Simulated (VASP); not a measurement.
Band structure of CeO₂ (space group Fm-3m). Computed with LDA (Ceperley-Alder, Perdew-Zunger), VASP's LDA PAW potentials (set 64) (plane waves; VASP).

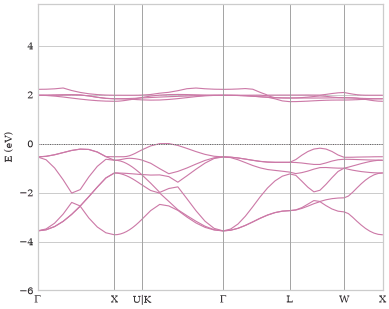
Fig. 1. Bands along high-symmetry lines, zero at the valence-band maximum or, without a gap, the Fermi level

Read the plot: is there a gap, and where are the band edges?

The gap is indirect, 1.71 eV, from the valence maximum at K-Γ at 0.33 to the conduction minimum at L.

The structure is a typed CeO2 crystal. The cell was not relaxed at this level. The run is not spin-polarised, so no magnetic state was tried.
